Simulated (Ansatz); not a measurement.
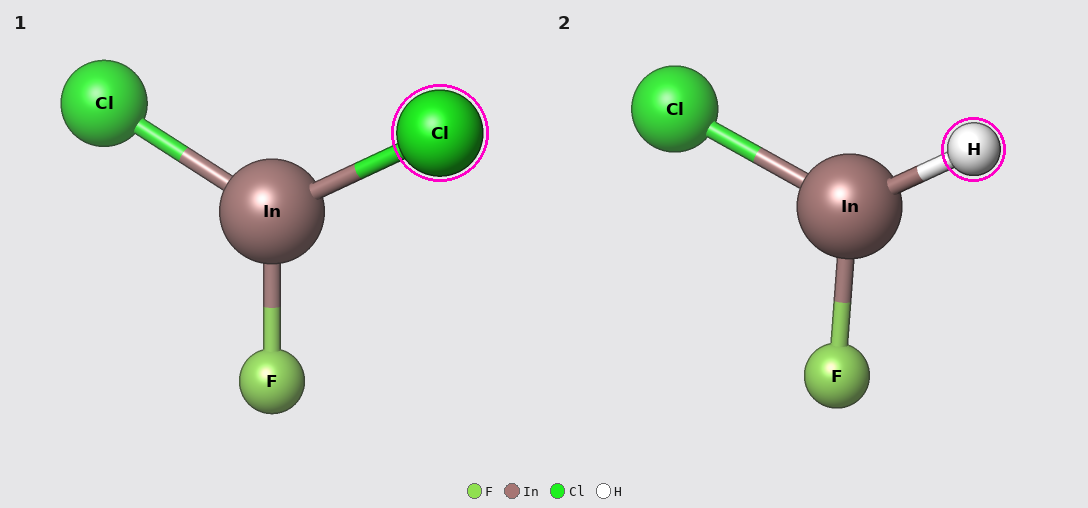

2 molecules with one skeleton, seen from the same side and at one scale; the atom that differs is circled. Charge 0, singlet. Computed geometries: PBE0-D4/def2-TZVP optimisations, one conformation each. Properties computed with Ansatz 0.2.0. Elements past Kr carry core potentials.

One atom differs, called X below: Cl in panel 1, H in panel 2. Their formulas are InCl2F (`[F][In]([Cl])[Cl]`), ClFHIn (`[F][InH][Cl]`).

> In which is the HOMO–LUMO gap larger (r2SCAN-D4/def2-TZVPP)?

In panel 2 (X = H).

> In which is the HOMO energy (Kohn–Sham orbital) higher (r2SCAN-D4/def2-TZVPP)?

In panel 2 (X = H).

Give the values. With PBE0-D4/def2-TZVP: length of X–In (Å), angle F–In–X (°). With r2SCAN-D4/def2-TZVPP: dipole moment (D), HOMO energy (Kohn–Sham orbital) (eV), HOMO–LUMO gap (eV).

```csv
quantity,1 (Cl),2 (H),2 − 1
length of X–In (Å),2.285,1.688,−0.597
angle F–In–X (°),117.6,121.8,+4.2
dipole moment (D),0.93,2.97,+2.04
HOMO energy (Kohn–Sham orbital) (eV),−8.58,−8.01,+0.57
HOMO–LUMO gap (eV),4.87,5.58,+0.71
```
